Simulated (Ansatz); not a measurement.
```
atom    x (Å)    y (Å)    z (Å)
  Si  -1.0456   0.3123  -1.7969
   S   1.0600   0.7259  -1.4045
   B   1.1466   0.3532   0.3315
   B   1.5554   0.1047   1.8290
   C   0.3231  -0.6373   1.3675
   H  -1.9078   1.1180  -0.8918
   H  -1.2954   0.6724  -3.2183
   H  -1.3224  -1.1364  -1.5851
   H   1.8528   0.5374   2.9029
   H  -0.5691  -0.7896   1.9906
   H   0.2680  -1.3174   0.4957
```

All numbers below come from RKS B3LYP-D4/def2-SVP (Ansatz 0.2.0).

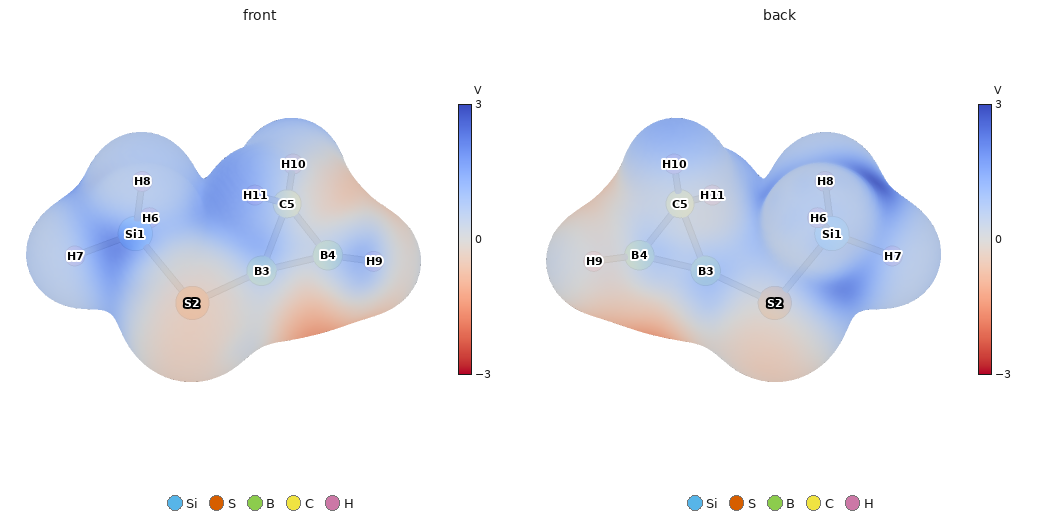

CH6B2SSi. The molecular electrostatic potential painted on the density surface at 0.004 e/bohr³, seen from the front and from behind; the colour scale runs from red (negative) to blue (positive).

Where is the surface potential most negative and most positive?

The most negative region (about −1.3 V, or −30 kcal/mol for a unit charge) lies over H9, the most positive (about +2.5 V, or +58 kcal/mol for a unit charge) over Si1.
